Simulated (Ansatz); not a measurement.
# BH₂+ (triplet): the correlation ladder at scale of all distances = 2.033, aug-cc-pVTZ

How much of the correlation energy of BH₂+ (triplet) does each wave-function method recover here?

Computed with Ansatz 0.2.0, Gaussian basis. Level: aug-cc-pVTZ, core rule «outside noble gas», up to 1 orbitals frozen.

Plan: UHF; CCSD(T) on ROHF; CCSD(T) on UHF; BCCD(T) on ROHF; CCSDT(Q) on ROHF; CCSDT(Q) on UHF; CASSCF and NEVPT2, 4 electrons in 6 orbitals; Full CI.

15 further runs of the same task are left out: 11 that didn't finish, 4 set aside as unsound or not needed.

### 1 The system

The geometry derives from a PBE0/def2-TZVP stationary point (not a proven minimum). All distances are scaled together.

3 atoms, charge 1, spin multiplicity 3.

Atoms are counted from 1 here; the program's logs count them from 0.

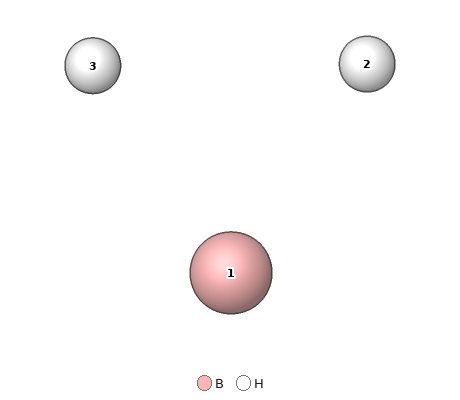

The geometry (boron pink, hydrogen white); atoms are numbered from 1 in the order of the file.

In the tables R marks a restricted open-shell determinant and U an unrestricted one; 'valence' is the active space of 4 electrons in 6 orbitals; energies count from the table's Hartree-Fock row.

### 2 UHF

Contents of in.yaml:

```yaml
crystal:
  periodic: [false, false, false]
  atoms:
    - {symbol: B, position_ang: [0.000000, 0.000000, -0.344340]}
    - {symbol: H, position_ang: [0.000000, 1.444560, 1.846669]}
    - {symbol: H, position_ang: [0.000000, -1.444560, 1.846669]}
basis:
  gaussian: {orbitals: aug-cc-pVTZ}
total_charge: 1
magnetization: {spin_polarized: true, initial_magnetization: 2}
hamiltonian: {xc: hf}
output: {orbitals: {seedname: orbitals}}
```

Started as:

```console
$ ansatz run in.yaml --threads 1 --pin off --events-out ev --progress --plain --max-ram 2393MiB
```

The log of the run:

```text
Functional definition: HF
  name "HF"
  cite "Fock, Z. Phys. 61, 126 (1930) doi:10.1007/BF01340294"
  parent pbe
  exchange = exact_x
  correlation = 0
404 factors; their error is unknown
mean field evaluation 1: about -686.0564 eV, gradient 5.8e0 eV
mean field evaluation 2: about -686.7115 eV, gradient 2.8e0 eV
mean field evaluation 4: about -686.9117 eV, gradient 3.0e-1 eV
mean field evaluation 8: about -686.9209 eV, gradient 2.1e-1 eV
mean field evaluation 16: about -686.9303 eV, gradient 2.2e-5 eV
mean field evaluation 32: about -679.2107 eV, gradient 9.2e0 eV
mean field evaluation 64: about -677.6710 eV, gradient 1.1e1 eV
mean field evaluation 96: about -674.4161 eV, gradient 1.2e1 eV
mean field -686.93028880 eV, -25.2442224955 hartree, gradient 2.9e-5 eV, S^2 2.087624; 0 other end points of the search recorded, 0 dependent functions left out
reference -686.93028880 eV, -25.2442224955 hartree; 4, 2 occupied and 88, 90 virtual orbitals, 404 factors
Total energy: -686.93028880 eV, -25.2442224955 hartree
```

It took 0.6 s on 1 thread of Arm Neoverse V1, shared host.

From the report: ⟨S²⟩ of the determinant 2.088 (pure triplet: 2.00).

### 3 CCSD(T) on ROHF

Edit in.yaml of step 2 so:

```diff
@@ -9,4 +9,4 @@
 total_charge: 1
-magnetization: {spin_polarized: true, initial_magnetization: 2}
-hamiltonian: {xc: hf}
-output: {orbitals: {seedname: orbitals}}
+magnetization: {spin_polarized: false, initial_magnetization: 2}
+correlation: {method: ccsd_t, electrons: outside_noble_gas}
+output: {forces: true}
```

The command is unchanged.

The log of the run, shortened:

```text
Functional definition: HF
  name "HF"
  cite "Fock, Z. Phys. 61, 126 (1930) doi:10.1007/BF01340294"
  parent pbe
[...]
514 factors; integrals over basis functions are off by at most 9.9e-4 eV
[...]
mean field -686.87514762 eV, -25.2421960945 hartree, gradient 1.5e-6 eV, S^2 2.000000; 0 other end points of the search recorded, 0 dependent functions left out
[...]
1 core orbitals not correlated: weight in the atoms' cores, before any rotation towards them, 1.000 or more for the frozen orbitals, at most 0.000 for the correlated occupied ones
reference -686.87514762 eV, -25.2421960945 hartree; 3, 1 occupied and 88, 90 virtual orbitals, 514 factors
second order -1.07361143 eV of doubles, -0.00414545 eV of singles
cycle   1  -1.40549367 eV  change   -3.3e-1 eV  update   6.9e-2
[...]
cycle  14  -1.73809495 eV  change   -1.6e-6 eV  update   2.5e-6
perturbative correction -0.01257588 eV, -0.0004621552 hartree
[...]
Total energy: -688.62581846 eV, -25.3065320610 hartree
Atom 0 at     0.000000     0.000000    -0.344340 Å, force     0.000000    -0.000000     0.410174 eV/Å
Atom 1 at     0.000000     1.444560     1.846669 Å, force     0.000000    -0.052017    -0.205087 eV/Å
Atom 2 at     0.000000    -1.444560     1.846669 Å, force     0.000000     0.052017    -0.205087 eV/Å
Dipole moment:    -0.000000    -0.000000    -0.325549 e Å
```

Wall time 17 s (1 thread of Arm Neoverse V1, shared host); peak memory 0.76 GiB.

From the report: correlation -1.7507 eV; T1 0.021; largest double amplitude 0.14.

### 4 CCSD(T) on UHF

Edit in.yaml of step 3 so:

```diff
@@ -9,3 +9,3 @@
 total_charge: 1
-magnetization: {spin_polarized: false, initial_magnetization: 2}
+magnetization: {spin_polarized: true, initial_magnetization: 2}
 correlation: {method: ccsd_t, electrons: outside_noble_gas}
```

The command is unchanged.

The log of the run, shortened:

```text
Functional definition: HF
  name "HF"
  cite "Fock, Z. Phys. 61, 126 (1930) doi:10.1007/BF01340294"
  parent pbe
[...]
514 factors; integrals over basis functions are off by at most 9.9e-4 eV
[...]
mean field -686.93030344 eV, -25.2442230333 hartree, gradient 2.9e-6 eV, S^2 2.087623; 7 other end points of the search recorded, 0 dependent functions left out
1 core orbitals not correlated: weight in the atoms' cores, before any rotation towards them, 1.000 or more for the frozen orbitals, at most 0.000 for the correlated occupied ones
reference -686.93030344 eV, -25.2442230333 hartree; 3, 1 occupied and 88, 90 virtual orbitals, 514 factors
second order -0.96419372 eV of doubles, -0.00000000 eV of singles
cycle   1  -1.26812911 eV  change   -3.0e-1 eV  update   7.0e-2
[...]
cycle  17  -1.68332894 eV  change    6.9e-8 eV  update   2.0e-7
perturbative correction -0.01214447 eV, -0.0004463011 hartree
[...]
Total energy: -688.62577686 eV, -25.3065305322 hartree
Atom 0 at     0.000000     0.000000    -0.344340 Å, force    -0.000000     0.000000     0.410322 eV/Å
Atom 1 at     0.000000     1.444560     1.846669 Å, force    -0.000000    -0.052065    -0.205161 eV/Å
Atom 2 at     0.000000    -1.444560     1.846669 Å, force     0.000000     0.052065    -0.205161 eV/Å
Dipole moment:    -0.000000     0.000000    -0.325492 e Å
```

Wall time 18 s (1 thread of Arm Neoverse V1, shared host); peak memory 0.76 GiB.

From the report: ⟨S²⟩ of the determinant 2.088 (pure triplet: 2.00); correlation -1.6955 eV; T1 0.052; largest double amplitude 0.14.

### 5 BCCD(T) on ROHF

Edit in.yaml of step 4 so:

```diff
@@ -9,4 +9,3 @@
 total_charge: 1
-magnetization: {spin_polarized: true, initial_magnetization: 2}
-correlation: {method: ccsd_t, electrons: outside_noble_gas}
-output: {forces: true}
+magnetization: {spin_polarized: false, initial_magnetization: 2}
+correlation: {method: bccd_t, electrons: outside_noble_gas}
```

Launched as before.

The log of the run, shortened:

```text
Functional definition: HF
  name "HF"
  cite "Fock, Z. Phys. 61, 126 (1930) doi:10.1007/BF01340294"
  parent pbe
[...]
514 factors; integrals over basis functions are off by at most 9.9e-4 eV
[...]
mean field -686.87514762 eV, -25.2421960945 hartree, gradient 1.5e-6 eV, S^2 2.000000; 0 other end points of the search recorded, 0 dependent functions left out
[...]
1 core orbitals not correlated: weight in the atoms' cores, before any rotation towards them, 1.000 or more for the frozen orbitals, at most 0.000 for the correlated occupied ones
reference -686.87514762 eV, -25.2421960945 hartree; 3, 1 occupied and 88, 90 virtual orbitals, 514 factors
second order -1.07361143 eV of doubles, -0.00414545 eV of singles
cycle   1  -1.41081413 eV  change   -3.3e-1 eV  update   7.0e-2
[...]
cycle  13  -1.73716372 eV  change   -2.4e-6 eV  update   4.8e-6
perturbative correction -0.01352288 eV, -0.0004969566 hartree
Total energy: -688.62583423 eV, -25.3065326405 hartree
```

Run time: 3.8 s. Hardware: 1 thread of Arm Neoverse V1, shared host; peak memory 0.48 GiB.

From the report: correlation -1.7507 eV; largest double amplitude 0.13.

### 6 CCSDT(Q) on ROHF

Edit in.yaml of step 5 so:

```diff
@@ -10,2 +10,2 @@
 magnetization: {spin_polarized: false, initial_magnetization: 2}
-correlation: {method: bccd_t, electrons: outside_noble_gas}
+correlation: {method: ccsdt_q, electrons: outside_noble_gas}
```

Same command.

The log of the run:

```text
Functional definition: HF
  name "HF"
  cite "Fock, Z. Phys. 61, 126 (1930) doi:10.1007/BF01340294"
  parent pbe
  exchange = exact_x
  correlation = 0
1109 factors; integrals over basis functions are off by at most 1.4e-7 eV
mean field evaluation 1: about -685.8355 eV, gradient 6.1e0 eV
mean field evaluation 2: about -685.8357 eV, gradient 6.1e0 eV
mean field evaluation 4: about -686.8701 eV, gradient 7.1e-1 eV
mean field evaluation 8: about -686.8751 eV, gradient 6.9e-2 eV
mean field evaluation 16: about -686.7775 eV, gradient 2.7e0 eV
mean field -686.87514792 eV, -25.2421961054 hartree, gradient 2.3e-6 eV, S^2 2.000000; 0 other end points of the search recorded, 0 dependent functions left out
mean field evaluation 32: about -686.9303 eV, gradient 4.8e-2 eV
mean field evaluation 64: about -686.6938 eV, gradient 2.1e0 eV
1 core orbitals not correlated: weight in the atoms' cores, before any rotation towards them, 1.000 or more for the frozen orbitals, at most 0.000 for the correlated occupied ones
reference -686.87514792 eV, -25.2421961054 hartree; 3, 1 occupied and 88, 90 virtual orbitals, 1109 factors
second order -1.07362093 eV of doubles, -0.00414544 eV of singles
cycle   1  -1.40549430 eV  change   -3.3e-1 eV  update   7.0e-2
cycle   2  -1.74576020 eV  change   -3.4e-1 eV  update   3.8e-2
cycle   3  -1.74784868 eV  change   -2.1e-3 eV  update   5.7e-3
cycle   4  -1.75267946 eV  change   -4.8e-3 eV  update   3.6e-3
cycle   5  -1.75586344 eV  change   -3.2e-3 eV  update   2.6e-3
cycle   6  -1.75307301 eV  change    2.8e-3 eV  update   1.3e-3
cycle   7  -1.75481294 eV  change   -1.7e-3 eV  update   6.5e-4
cycle   8  -1.75514294 eV  change   -3.3e-4 eV  update   3.2e-4
cycle   9  -1.75476285 eV  change    3.8e-4 eV  update   1.5e-4
cycle  10  -1.75505781 eV  change   -2.9e-4 eV  update   5.6e-5
cycle  11  -1.75504159 eV  change    1.6e-5 eV  update   2.3e-5
cycle  12  -1.75503683 eV  change    4.8e-6 eV  update   1.5e-5
cycle  13  -1.75502862 eV  change    8.2e-6 eV  update   9.8e-6
cycle  14  -1.75503283 eV  change   -4.2e-6 eV  update   5.9e-6
cycle  15  -1.75503298 eV  change   -1.5e-7 eV  update   2.7e-6
cycle  16  -1.75503195 eV  change    1.0e-6 eV  update   1.3e-6
cycle  17  -1.75503228 eV  change   -3.3e-7 eV  update   4.6e-7
perturbative correction -0.00004800 eV, -0.0000017639 hartree
Total energy: -688.63022820 eV, -25.3066941161 hartree
```

It took 95 s on 1 thread of Arm Neoverse V1, shared host; peak memory 1.3 GiB.

From the report: correlation -1.7551 eV; T1 0.022; largest double amplitude 0.14.

### 7 CCSDT(Q) on UHF

Edit in.yaml of step 6 so:

```diff
@@ -9,3 +9,3 @@
 total_charge: 1
-magnetization: {spin_polarized: false, initial_magnetization: 2}
+magnetization: {spin_polarized: true, initial_magnetization: 2}
 correlation: {method: ccsdt_q, electrons: outside_noble_gas}
```

Same command.

The log of the run:

```text
Functional definition: HF
  name "HF"
  cite "Fock, Z. Phys. 61, 126 (1930) doi:10.1007/BF01340294"
  parent pbe
  exchange = exact_x
  correlation = 0
1109 factors; integrals over basis functions are off by at most 1.4e-7 eV
mean field evaluation 1: about -686.0570 eV, gradient 5.8e0 eV
mean field evaluation 2: about -686.0571 eV, gradient 5.8e0 eV
mean field evaluation 4: about -686.9049 eV, gradient 5.0e-1 eV
mean field evaluation 8: about -686.9212 eV, gradient 2.1e-1 eV
mean field evaluation 16: about -686.7118 eV, gradient 2.8e0 eV
mean field evaluation 32: about -686.7063 eV, gradient 1.6e0 eV
mean field -686.93030373 eV, -25.2442230439 hartree, gradient 2.3e-6 eV, S^2 2.087623; 6 other end points of the search recorded, 0 dependent functions left out
1 core orbitals not correlated: weight in the atoms' cores, before any rotation towards them, 1.000 or more for the frozen orbitals, at most 0.000 for the correlated occupied ones
reference -686.93030373 eV, -25.2442230439 hartree; 3, 1 occupied and 88, 90 virtual orbitals, 1109 factors
second order -0.96420213 eV of doubles, -0.00000000 eV of singles
cycle   1  -1.26812964 eV  change   -3.0e-1 eV  update   7.1e-2
cycle   2  -1.62547664 eV  change   -3.6e-1 eV  update   4.5e-2
cycle   3  -1.67023859 eV  change   -4.5e-2 eV  update   1.9e-2
cycle   4  -1.69677387 eV  change   -2.7e-2 eV  update   7.8e-3
cycle   5  -1.70083320 eV  change   -4.1e-3 eV  update   2.6e-3
cycle   6  -1.69782711 eV  change    3.0e-3 eV  update   1.0e-3
cycle   7  -1.70007951 eV  change   -2.3e-3 eV  update   7.2e-4
cycle   8  -1.70002504 eV  change    5.4e-5 eV  update   4.5e-4
cycle   9  -1.69960921 eV  change    4.2e-4 eV  update   2.5e-4
cycle  10  -1.69984998 eV  change   -2.4e-4 eV  update   9.2e-5
cycle  11  -1.69976130 eV  change    8.9e-5 eV  update   3.5e-5
cycle  12  -1.69974099 eV  change    2.0e-5 eV  update   1.5e-5
cycle  13  -1.69973303 eV  change    8.0e-6 eV  update   6.5e-6
cycle  14  -1.69973389 eV  change   -8.6e-7 eV  update   4.0e-6
cycle  15  -1.69973532 eV  change   -1.4e-6 eV  update   2.2e-6
cycle  16  -1.69973456 eV  change    7.6e-7 eV  update   1.2e-6
cycle  17  -1.69973468 eV  change   -1.1e-7 eV  update   7.2e-7
cycle  18  -1.69973465 eV  change    2.3e-8 eV  update   4.2e-7
perturbative correction -0.00005577 eV, -0.0000020495 hartree
Total energy: -688.63009415 eV, -25.3066891897 hartree
```

Wall time 96 s (1 thread of Arm Neoverse V1, shared host); peak memory 1.2 GiB.

From the report: ⟨S²⟩ of the determinant 2.088 (pure triplet: 2.00); correlation -1.6998 eV; T1 0.052; largest double amplitude 0.14.

### 8 CASSCF and NEVPT2, 4 electrons in 6 orbitals

Edit in.yaml of step 7 so:

```diff
@@ -9,3 +9,3 @@
 total_charge: 1
-magnetization: {spin_polarized: true, initial_magnetization: 2}
-correlation: {method: ccsdt_q, electrons: outside_noble_gas}
+magnetization: {spin_polarized: false, initial_magnetization: 2}
+correlation: {method: sc_nevpt2, electrons: outside_noble_gas, active_space: {window: {electrons: 4, orbitals: 6}, shells: [{species: B, l: s, shell: 2}, {species: B, l: p, shell: 2}, {species: H, l: s, shell: 1}]}}
```

Same command.

The log of the run:

```text
Functional definition: HF
  name "HF"
  cite "Fock, Z. Phys. 61, 126 (1930) doi:10.1007/BF01340294"
  parent pbe
  exchange = exact_x
  correlation = 0
1109 factors; integrals over basis functions are off by at most 1.4e-7 eV
mean field evaluation 1: about -685.8355 eV, gradient 6.1e0 eV
mean field evaluation 2: about -685.8357 eV, gradient 6.1e0 eV
mean field evaluation 4: about -686.8701 eV, gradient 7.1e-1 eV
mean field evaluation 8: about -686.8751 eV, gradient 6.9e-2 eV
mean field -686.87514792 eV, -25.2421961054 hartree, gradient 2.3e-6 eV, S^2 2.000000; 0 other end points of the search recorded, 0 dependent functions left out
reference -686.87514792 eV, -25.2421961054 hartree; 4, 2 occupied and 88, 90 virtual orbitals, 1109 factors
state -688.42819748 eV, -25.2992696242 hartree
state -688.42819748 eV, -25.2992696242 hartree; corrected -688.56704123 eV, -25.3043720376 hartree
Total energy: -688.56704123 eV, -25.3043720376 hartree
Checks for a lower state left out: starts, orbital_swaps
```

Wall time 1.5 s (1 thread of Arm Neoverse V1, shared host).

From the report: 60 determinants; active occupations 1.83, 1.00, 1.00, 0.06, 0.05, 0.05.

### 9 Full CI

Contents of in.yaml:

```yaml
crystal:
  periodic: [false, false, false]
  atoms:
    - {symbol: B, position_ang: [0.000000, 0.000000, -0.344340]}
    - {symbol: H, position_ang: [0.000000, 1.444560, 1.846669]}
    - {symbol: H, position_ang: [0.000000, -1.444560, 1.846669]}
basis:
  gaussian: {orbitals: aug-cc-pVTZ}
total_charge: 1
magnetization: {spin_polarized: false, initial_magnetization: 2}
correlation: {method: fci, electrons: outside_noble_gas}
```

The command is unchanged.

The log of the run:

```text
Functional definition: HF
  name "HF"
  cite "Fock, Z. Phys. 61, 126 (1930) doi:10.1007/BF01340294"
  parent pbe
  exchange = exact_x
  correlation = 0
1109 factors; integrals over basis functions are off by at most 1.4e-7 eV
mean field evaluation 1: about -685.8355 eV, gradient 6.1e0 eV
mean field evaluation 2: about -685.8357 eV, gradient 6.1e0 eV
mean field evaluation 4: about -686.8701 eV, gradient 7.1e-1 eV
mean field evaluation 8: about -686.8751 eV, gradient 6.9e-2 eV
mean field -686.87514792 eV, -25.2421961054 hartree, gradient 2.3e-6 eV, S^2 2.000000; 0 other end points of the search recorded, 0 dependent functions left out
mean field evaluation 16: about -686.0570 eV, gradient 5.8e0 eV
mean field evaluation 32: about -686.9189 eV, gradient 2.6e-1 eV
1 core orbitals not correlated: weight in the atoms' cores, before any rotation towards them, 1.000 or more for the frozen orbitals, at most 0.000 for the correlated occupied ones
reference -686.87514792 eV, -25.2421961054 hartree; 3, 1 occupied and 88, 90 virtual orbitals, 1109 factors
state -688.63021756 eV, -25.3066937251 hartree
Total energy: -688.63021756 eV, -25.3066937251 hartree
```

It took 71 s on 1 thread of Arm Neoverse V1, shared host; peak memory 0.77 GiB.

From the report: 4,238,676 determinants, symmetry B2.

### 10 Natural occupations

Natural occupations of the FCI state about the gap (report; correlated orbitals 1 to 10): 1.843, 0.999, 0.997, 0.054, 0.051, 0.050, 0.002, 0.001, 0.001, 0.001. The count of effectively unpaired electrons, Σ n²(2 − n)², is 2.11; a single determinant of this spin has 2.

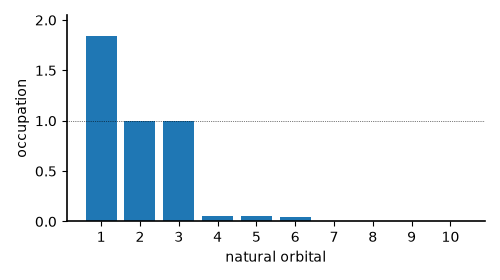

Natural occupations of the FCI state.

### 11 All levels against the top one

The yardstick is full CI for this spin, exact in this basis with these frozen cores. Rows without a time come out of other runs: HF, MP2 and CCSD of CCSD(T), CCSDT of CCSDT(Q), CASSCF and MRCISD of the multireference runs. The times of RCCSD(T), UCCSD(T) include forces.

Differences are taken before rounding.

| method | energy from the lowest RHF (meV) | from FCI (meV) | time |
| --- | --- | --- | --- |
| RHF | 0.0 | +1755.1 |  |
| UHF | -55.2 | +1699.9 |  |
| RMP2 | -1077.8 | +677.3 |  |
| UMP2 | -1019.3 | +735.7 |  |
| RCCSD | -1738.1 | +17.0 |  |
| UCCSD | -1738.5 | +16.6 |  |
| RCCSD(T) | -1750.7 | +4.4 | 17 s |
| UCCSD(T) | -1750.6 | +4.4 | 18 s |
| BCCD(T) | -1750.7 | +4.4 | 3.8 s |
| RCCSDT | -1755.0 | 0.0 |  |
| UCCSDT | -1754.9 | +0.2 |  |
| RCCSDT(Q) | -1755.1 | 0.0 | 95 s |
| UCCSDT(Q) | -1754.9 | +0.1 | 96 s |
| CASSCF valence | -1553.0 | +202.0 |  |
| NEVPT2 valence | -1691.9 | +63.2 | 1.5 s |
| FCI | -1755.1 | 0 | 71 s |

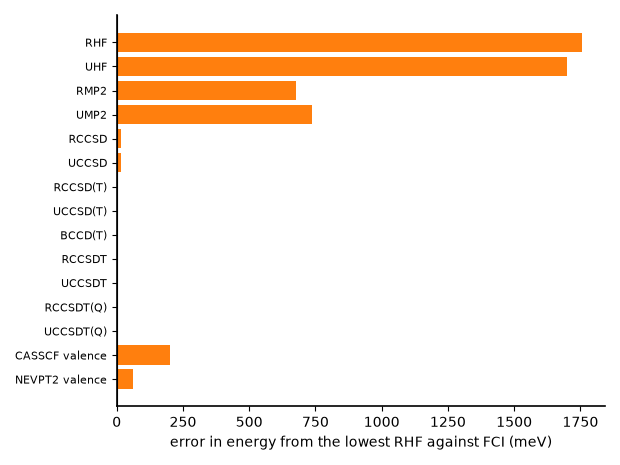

Deviations from FCI, method by method.

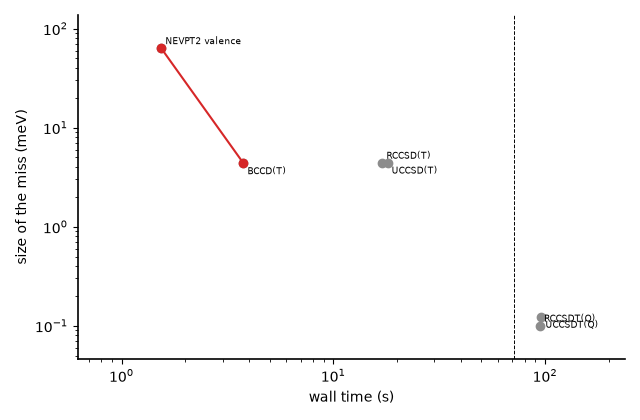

Accuracy for the time spent; red marks the levels that beat every quicker one drawn (of those quicker than the yardstick), and the dashed line is the time of FCI. Misses under 0.1 meV are drawn at that value. Times are from a shared host.

### 12 Results

| quantity | value |
| --- | --- |
| FCI below the RHF energy | -1.7551 eV |
| RMP2 from FCI | +677.3 meV |
| UMP2 from FCI | +735.7 meV |
| RCCSD from FCI | +17.0 meV |
| RCCSD(T) from FCI | +4.4 meV |
| UCCSD(T) from FCI | +4.4 meV |
| RCCSDT(Q) from FCI | 0.0 meV |
| UCCSDT(Q) from FCI | +0.1 meV |
| NEVPT2 valence from FCI | +63.2 meV |
| levels within 1 kcal/mol (43 meV) | RCCSD, UCCSD, RCCSD(T), UCCSD(T), BCCD(T), RCCSDT, UCCSDT, RCCSDT(Q), UCCSDT(Q) |
| T1 diagnostic | 0.021 |
| effectively unpaired electrons | 2.11 |

What this shows: RCCSD(T) misses by +4.4 meV, 0.3 % of the correlation energy. One determinant dominates. These misses are within one basis, not against nature; the frozen cores of restricted and unrestricted runs differ, which can shift their rows.

BCCD(T) reaches 4.4 meV from the reference in 3.8 s, where FCI took 71 s; the quickest level in the cost chart, NEVPT2 valence, takes 1.5 s and misses by 63.2 meV.
